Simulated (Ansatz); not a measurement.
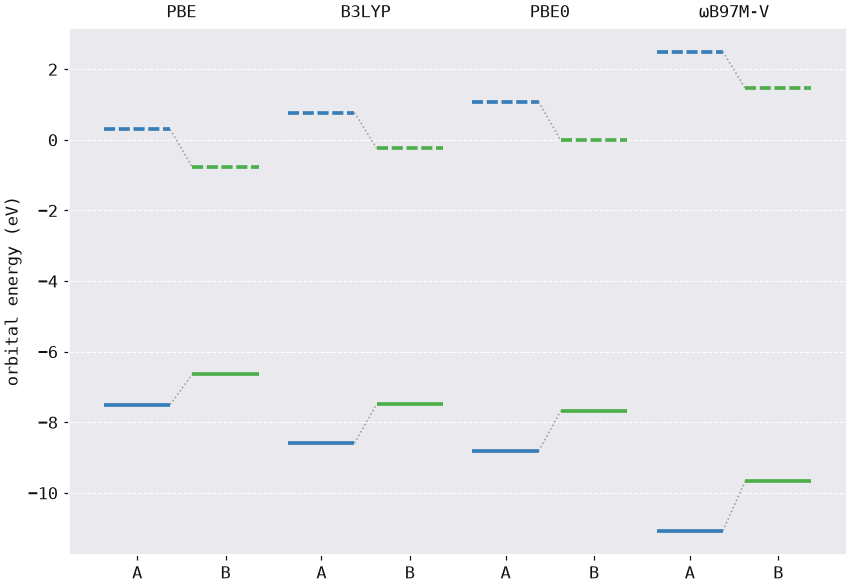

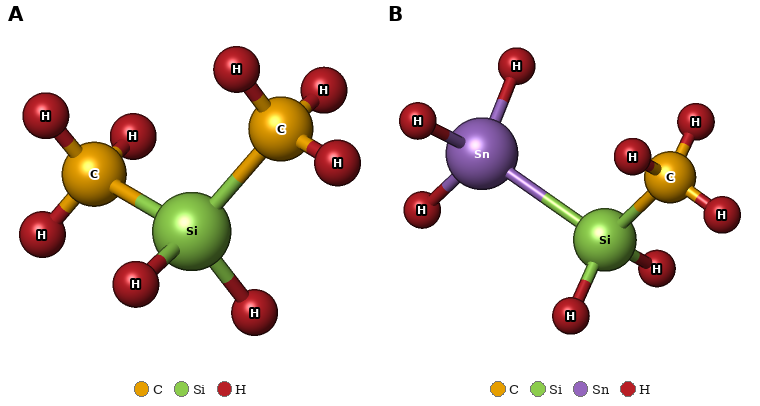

One change: A, C₂H₈Si (SMILES C[SiH2]C), becomes B, CH₈SiSn (SMILES C[SiH2][SnH3]). CH₃ on Si is replaced by SnH₃. HOMO (solid) and LUMO (dashed) computed in def2-TZVPP at PBE0-D4/def2-TZVP geometries, both minima by their frequencies, gas phase, the Ansatz code 0.2.0. Empty levels above zero depend strongly on the basis.

Q: What does the change do to HOMO and LUMO?

A: PBE: the HOMO rises by 0.87 eV, the LUMO falls by 1.07 eV, and the separation goes from 7.79 to 5.86 eV. B3LYP: the HOMO rises by 1.10 eV, the LUMO falls by 1.01 eV, and the separation goes from 9.36 to 7.25 eV. PBE0: the HOMO rises by 1.14 eV, the LUMO falls by 1.09 eV, and the separation goes from 9.89 to 7.66 eV. ωB97M-V: the HOMO rises by 1.40 eV, the LUMO falls by 1.03 eV, and the separation goes from 13.57 to 11.14 eV.

Q: Do the functionals agree on the effect?

A: They agree on the direction for both levels; the HOMO shift lies between 0.87 and 1.40 eV and the LUMO shift between −1.09 and −1.01 eV, while the separations themselves differ by up to 5.8 eV between functionals.

Known limits of this run: core potentials past krypton; spin-orbit coupling is left out, and with Sn it can shift these values.
